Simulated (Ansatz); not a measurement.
# Two runs on CO

System: CO, charge +1, multiplicity 2.
Method of the first run: UKS PBE0-D4/def2-TZVPP (Ansatz 0.2.0).

The geometry comes from this level: PBE0-D4/def2-TZVPP. Text and figures count atoms from 1; the logs count them from 0 in places.

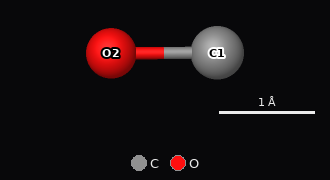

Fig. 1: The input geometry (ball-and-stick view, seen on its broad side; atoms are numbered from 1 in the order of the input). Bond lengths as drawn: C–O 1.12 Å.

## Input file, the first run
```yaml
crystal:
  periodic: [false, false, false]
  atoms:
    - { symbol: C, position_ang: [0.0, 0.0, 0.00197369] }
    - { symbol: O, position_ang: [0.0, 0.0, 1.12535631] }
magnetization:
  spin_polarized: true
  initial_magnetization: 1
total_charge: 1
basis:
  gaussian: { orbitals: def2-TZVPP }
hamiltonian:
  xc: pbe0
  dispersion: d4
```

Launched with:
```bash
ansatz run input.yaml --threads 2 --pin off --max-ram 5120MiB --backend cpu --events-out ev --progress --plain --runs-dir out
```

Hardware: 2 threads of Intel Xeon @ 2.50GHz (Skylake/Cascade Lake), 189 GiB of memory available, shared host.

## Output (the first run)
```
Engine: ansatz 0.2.0, x86_64-unknown-linux-gnu
Functional definition: PBE0
  parameter a = 0.25
  parameter kappa = 0.804
  parameter beta = 0.06672455060314922
  exchange = (1 - a)*pbe_x(kappa = kappa, mu = beta*pi^2/3) + a*exact_x
  correlation = pbe_c(beta = beta)
331 factors; their error is unknown
mean field evaluation 1: about -3052.7951 eV, gradient 6.7e1 eV
mean field evaluation 2: about -2957.3806 eV, gradient 1.5e2 eV
mean field evaluation 4: about -3067.1256 eV, gradient 3.2e0 eV
mean field evaluation 8: about -3067.1738 eV, gradient 2.9e-2 eV
mean field evaluation 16: about -3067.1869 eV, gradient 6.6e-6 eV
mean field -3067.18692129 eV, -112.7170403434 hartree, gradient 6.6e-6 eV, S^2 0.774002; 0 other end points of the search recorded, 0 dependent functions left out
reference -3067.18693595 eV, -112.7170408821 hartree; 7, 6 occupied and 55, 56 virtual orbitals, 331 factors
Total energy: -3067.19264589 eV, -112.7172507187 hartree
```

For the second run the input was changed thus:
```diff
-  xc: pbe0
+  xc: { name: B3LYP }
```

What does this change do to the results?

The total energies belong to different methods, so their difference says nothing on which is more stable or more accurate. The functional changes from PBE0 to B3LYP.

## Output (the second run)
```
Engine: ansatz 0.2.0, x86_64-unknown-linux-gnu
Functional definition: B3LYP
  parameter a0 = 0.2
  parameter ax = 0.72
  parameter ac = 0.81
  exchange = (1 - a0 - ax)*slater_x + ax*b88_x + a0*exact_x
  correlation = (1 - ac)*vwn_rpa_c + ac*lyp_c
331 factors; their error is unknown
mean field evaluation 1: about -3054.6451 eV, gradient 7.1e1 eV
mean field evaluation 2: about -2946.8670 eV, gradient 1.6e2 eV
mean field evaluation 4: about -3070.5052 eV, gradient 4.1e0 eV
mean field evaluation 8: about -3070.5688 eV, gradient 1.2e-1 eV
mean field evaluation 16: about -3070.5789 eV, gradient 1.2e-5 eV
mean field -3070.57889968 eV, -112.8416932500 hartree, gradient 1.2e-5 eV, S^2 0.765315; 0 other end points of the search recorded, 0 dependent functions left out
reference -3070.57903101 eV, -112.8416980765 hartree; 7, 6 occupied and 55, 56 virtual orbitals, 331 factors
Total energy: -3070.59051461 eV, -112.8421200908 hartree
```

## The two runs side by side

```csv
quantity,the first run,the second run
outcome,converged,converged
total energy (hartree),−112.717251,−112.842120
⟨S²⟩,0.774,0.765
basis functions,62,62
wall time (shared host),0.95 s,1.2 s
```
